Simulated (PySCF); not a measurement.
[AgF4]2- (AgF₄, charge −2, doublet).

Level of theory: TPSS/def2-SVPD (PySCF), at a geometry from GFN2-xTB. Core potentials replace the inner electrons of Ag; spin–orbit coupling isn't included. No frequency check shows the geometry to be a minimum. For an anion such functionals hold the outermost electrons too loosely, so the response is rough. The stability of the open-shell solution wasn't checked. GFN2-xTB bond lengths at metals and heavier atoms can be off by up to 0.1 Å and shapes distorted, which carries into these values. GFN2-xTB doesn't know the spin state, so this open-shell geometry is rough.

Coordinates in Å:

```
Ag1     -0.0001    0.0002    0.0016
F2       1.4191    1.4193    0.6986
F3      -1.4196    1.4187   -0.7028
F4      -1.4189   -1.4198    0.6986
F5       1.4197   -1.4192   -0.7028
```

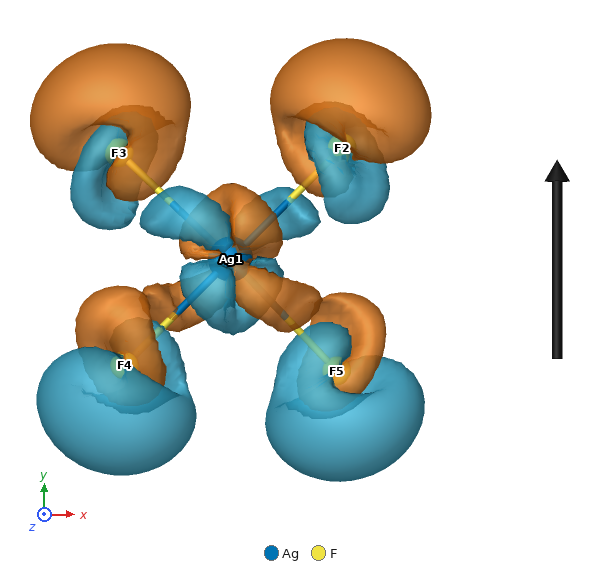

Change of the electron density in a uniform field of 0.15 V/Å along +y (arrow), surfaces at ±0.001 e/Å³ (light blue: gain, orange: loss).

> How large is the response?

The induced dipole is 0.58 D (along the field); α along this axis, from the fields in both directions, is 76 bohr³ (11.2 Å³).

> Which atoms gain and lose the most charge?

Electrons gather most on F4 and F5 alike (Hirshfeld charge changes by −0.012 e) and leave F2 and F3 alike most (+0.012 e); 0.048 electrons are displaced in all.

Cost of the run: 110 s on 1 thread of Arm Neoverse V2, on a shared host, peak memory 0.55 GiB.
